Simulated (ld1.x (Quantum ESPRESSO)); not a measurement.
## Pseudopotential generation for Ta (part 2 of 2)

The same run, continued: tantalum (Ta, Z = 73), core [Xe] 4f14, reference valence 5d3 6s2 6p0, valence charge 5. Method: ultrasoft potential, PBE, scalar-relativistic, made with ld1.x (Quantum ESPRESSO) 7.5.

**Output of the test run (extracts), continued**
```
     ---------------------- Testing the pseudopotential ----------------------

     Ta
     scalar relativistic calculation

     atomic number is 73.00   valence charge is  5.00
     dft =PBE   lsd =0 sic =0 latt =0  beta=0.20 tr2=1.0E-14
     mesh =1273 r(mesh) = 100.43799 xmin = -7.00 dx = 0.01250

     n l     nl             e AE (Ry)        e PS (Ry)    De AE-PS (Ry)
     3 2     5D   1( 2.00)       -2.14090       -2.13039       -0.01051  !
     1 0     6S   1( 0.00)       -1.99759       -1.96332       -0.03427  !
     2 1     6P   1( 0.00)       -1.47763       -1.43874       -0.03889  !

     eps = 3.4E-16  iter =  7

     Etot =  -31205.670024 Ry,  -15602.835012 Ha, -424574.770038 eV
     Etotps =    -5.928655 Ry,      -2.964328 Ha,     -80.663464 eV
     dEtot_ae =       3.457599 Ry
     dEtot_ps =       3.442540 Ry,   Delta E=       0.015059 Ry

     Ekin =       6.079369 Ry,       3.039684 Ha,      82.714028 eV
     Encl =     -10.243919 Ry,      -5.121960 Ha,    -139.375625 eV
     Ehrt =       1.975830 Ry,       0.987915 Ha,      26.882543 eV
     Ecxc =      -1.083131 Ry,      -0.541565 Ha,     -14.736746 eV
     Epseu=      -2.656804 Ry,      -1.328402 Ha,     -36.147663 eV

     ---------------------- End of pseudopotential test ----------------------

     ---------------------- Testing the pseudopotential ----------------------

     Ta
     scalar relativistic calculation

     atomic number is 73.00   valence charge is  5.00
     dft =PBE   lsd =0 sic =0 latt =0  beta=0.20 tr2=1.0E-14
     mesh =1273 r(mesh) = 100.43799 xmin = -7.00 dx = 0.01250

     n l     nl             e AE (Ry)        e PS (Ry)    De AE-PS (Ry)
     3 2     5D   1( 3.50)       -0.22638       -0.22600       -0.00038
     1 0     6S   1( 1.50)       -0.38103       -0.38074       -0.00029
     2 1     6P   1( 0.00)       -0.09494       -0.09533        0.00039

     eps = 2.8E-01  iter =201

     Etot =  -31209.054965 Ry,  -15604.527483 Ha, -424620.824513 eV
     Etotps =    -9.298312 Ry,      -4.649156 Ha,    -126.509974 eV
     dEtot_ae =       0.072658 Ry
     dEtot_ps =       0.072884 Ry,   Delta E=      -0.000226 Ry

     Ekin =       8.251360 Ry,       4.125680 Ha,     112.265470 eV
     Encl =     -20.743450 Ry,     -10.371725 Ha,    -282.229014 eV
     Ehrt =       8.663585 Ry,       4.331793 Ha,     117.874083 eV
     Ecxc =      -2.479608 Ry,      -1.239804 Ha,     -33.736790 eV
     Epseu=      -2.990199 Ry,      -1.495099 Ha,     -40.683724 eV

     ---------------------- End of pseudopotential test ----------------------

     ---------------------- Testing the pseudopotential ----------------------

     Ta
     scalar relativistic calculation

     atomic number is 73.00   valence charge is  5.00
     dft =PBE   lsd =0 sic =0 latt =0  beta=0.20 tr2=1.0E-14
     mesh =1273 r(mesh) = 100.43799 xmin = -7.00 dx = 0.01250

     n l     nl             e AE (Ry)        e PS (Ry)    De AE-PS (Ry)
     3 2     5D   1( 2.00)       -0.88971       -0.88963       -0.00009
     1 0     6S   1( 2.00)       -0.92122       -0.92211        0.00089
     2 1     6P   1( 0.00)       -0.52768       -0.52294       -0.00474

     eps = 7.5E-15  iter = 50

     Etot =  -31208.563101 Ry,  -15604.281551 Ha, -424614.132363 eV
     Etotps =    -8.806513 Ry,      -4.403256 Ha,    -119.818708 eV
     dEtot_ae =       0.564522 Ry
     dEtot_ps =       0.564683 Ry,   Delta E=      -0.000161 Ry

     Ekin =       6.003533 Ry,       3.001767 Ha,      81.682230 eV
     Encl =     -16.881728 Ry,      -8.440864 Ha,    -229.687615 eV
     Ehrt =       5.745916 Ry,       2.872958 Ha,      78.177173 eV
     Ecxc =      -1.924020 Ry,      -0.962010 Ha,     -26.177619 eV
     Epseu=      -1.750214 Ry,      -0.875107 Ha,     -23.812877 eV

     ---------------------- End of pseudopotential test ----------------------

     ---------------------- Testing the pseudopotential ----------------------

     Ta
     scalar relativistic calculation

     atomic number is 73.00   valence charge is  5.00
     dft =PBE   lsd =0 sic =0 latt =0  beta=0.20 tr2=1.0E-14
     mesh =1273 r(mesh) = 100.43799 xmin = -7.00 dx = 0.01250

     n l     nl             e AE (Ry)        e PS (Ry)    De AE-PS (Ry)
     3 2     5D   1( 3.00)       -0.35949       -0.36176        0.00227
     1 0     6S   1( 1.00)       -0.47090       -0.47082       -0.00008
     2 1     6P   1( 1.00)       -0.15433       -0.15450        0.00017

     eps = 8.5E-02  iter =201

     Etot =  -31208.820510 Ry,  -15604.410255 Ha, -424617.634589 eV
     Etotps =    -9.064104 Ry,      -4.532052 Ha,    -123.323418 eV
     dEtot_ae =       0.307113 Ry
     dEtot_ps =       0.307091 Ry,   Delta E=       0.000021 Ry

     Ekin =       7.894108 Ry,       3.947054 Ha,     107.404811 eV
     Encl =     -19.847113 Ry,      -9.923557 Ha,    -270.033732 eV
     Ehrt =       8.030969 Ry,       4.015484 Ha,     109.266898 eV
     Ecxc =      -2.311511 Ry,      -1.155756 Ha,     -31.449710 eV
     Epseu=      -2.830557 Ry,      -1.415278 Ha,     -38.511685 eV

     ---------------------- End of pseudopotential test ----------------------

     ---------------------- Testing the pseudopotential ----------------------

     Ta
     scalar relativistic calculation

     atomic number is 73.00   valence charge is  5.00
     dft =PBE   lsd =0 sic =0 latt =0  beta=0.20 tr2=1.0E-14
     mesh =1273 r(mesh) = 100.43799 xmin = -7.00 dx = 0.01250

     n l     nl             e AE (Ry)        e PS (Ry)    De AE-PS (Ry)
     3 2     5D   1( 3.00)       -0.85894       -0.86514        0.00620  !
     1 0     6S   1( 0.00)       -0.91743       -0.91631       -0.00112
     2 1     6P   1( 1.00)       -0.53871       -0.53794       -0.00077

     eps = 6.6E-15  iter =  8

     Etot =  -31208.131980 Ry,  -15604.065990 Ha, -424608.266663 eV
     Etotps =    -8.375490 Ry,      -4.187745 Ha,    -113.954349 eV
     dEtot_ae =       0.995643 Ry
     dEtot_ps =       0.995705 Ry,   Delta E=      -0.000063 Ry

     Ekin =       8.263879 Ry,       4.131940 Ha,     112.435808 eV
     Encl =     -17.199925 Ry,      -8.599962 Ha,    -234.016901 eV
     Ehrt =       5.807956 Ry,       2.903978 Ha,      79.021272 eV
     Ecxc =      -1.951031 Ry,      -0.975516 Ha,     -26.545133 eV
     Epseu=      -3.296370 Ry,      -1.648185 Ha,     -44.849395 eV

     ---------------------- End of pseudopotential test ----------------------
```

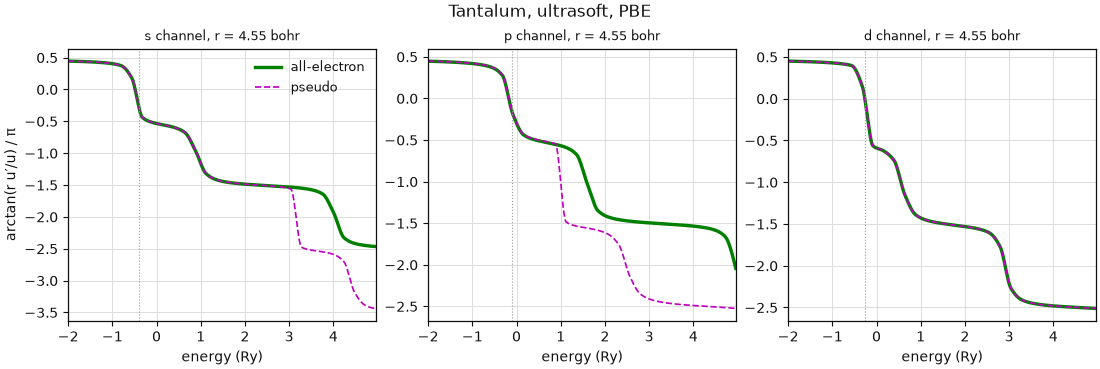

*Unwrapped phase arctan(r u′/u) in units of π against energy, all-electron (solid) and pseudo (dashed); the pseudo phase is matched to the all-electron one at the reference energy. Here u = r R(r). A near-vertical step is a level narrower than the spacing of the points behind the curves. The dotted line marks the reference energy of the channel.*

- Ghost states: Going away from the reference energies, the phases part by more than π/2 in: s at about 3.2 Ry (above its reference energy, pseudo phase lower); p at about 1.0 Ry (above its reference energy, pseudo phase lower). Such a step is either a state that only one of the two atoms has or an ordinary level shifted in energy. The separate test gives: no ghost state below the valence levels in the s, p, d, f channels.
- First channel to depart above its reference energy: the p channel: its phase error passes 0.05 rad 1.1 Ry above its reference energy, against 3.4 Ry for s.
- Range over which the phases agree within 0.05 rad: s: up to about 3.0 Ry; p: up to about 1.0 Ry; d: over the whole range drawn.

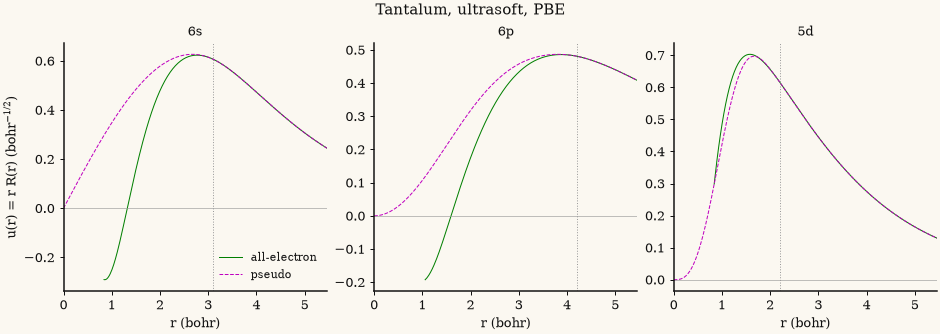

*All-electron valence functions (solid) with their pseudo partners (dashed). Dotted lines mark the matching radii. The innermost oscillations of some all-electron curves aren't drawn.*

Pseudo-waves: 6s has no node; 6p has no node; 5d has no node.

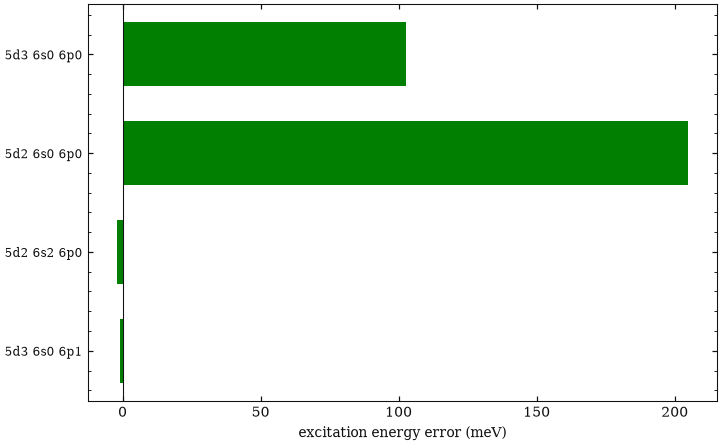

*Errors, all-electron minus pseudo, of the energies of valence configurations relative to the unpolarised reference 5d3 6s2 6p0. Not all tests gave a result: 3 of 7 tests not solved.*

- Worst configuration: 5d2 6s0 6p0 (charge +3): the error is +205 meV on an all-electron energy of +47.04 eV relative to the reference, or 0.44 %.
- Configurations within 10 meV and within 50 meV: 2 and 2 of 4.

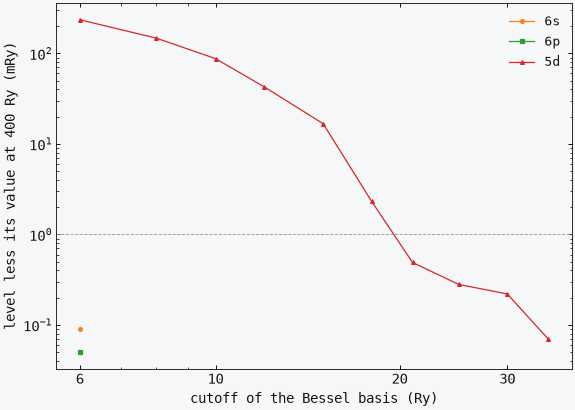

*The pseudo-atom Hamiltonian at the reference potential is diagonalised in spherical Bessel functions (20 bohr box) up to the cutoff. Curves: distance of each valence level from its value at 400 Ry.*

- Cutoffs for 10 and 1 mRy in the occupation-weighted sum of levels: 18 Ry and 25 Ry, on the ladder of cutoffs that was run.
- Hardest occupied shell: 5d: its level needs 21 Ry to come within 1 mRy, against 6 Ry or less for 6s.
- Cutoffs from which each level stays within 1 mRy: 6s: 6 Ry or less; 6p: 6 Ry or less; 5d: 21 Ry.

**Summary**

- outcome: generated
- cutoffs needed: 18 Ry and 25 Ry (the cutoffs, on a coarse ladder, from which the occupation-weighted sum of valence levels, in a spherical-Bessel basis at the reference potential, stays within 10 and 1 mRy of its value at 400 Ry); ghost states and empty shells don't enter this sum
- ghost test: no ghost state below the valence levels in the s, p, d, f channels (spherical-Bessel basis up to 400 Ry, 20 bohr box)
- configuration tests: 3 of 7 tests not solved
- lowest eigenvalue of the overlap operator S in a Bessel basis (separate test): 0.34 (s channel)
- largest excitation error among the tests solved: +205 meV (all-electron minus pseudo) for 5d2 6s0 6p0
- range over which the phases arctan(r u′/u) at the test radius agree within 0.05 rad (a looser test near the poles than one of phase shifts): s: up to about 3.0 Ry; p: up to about 1.0 Ry; d: over the whole range computed
- wall time: 3.9 s

**Remarks**

Warnings of the program, in the generation or the tests: convergence not achieved.
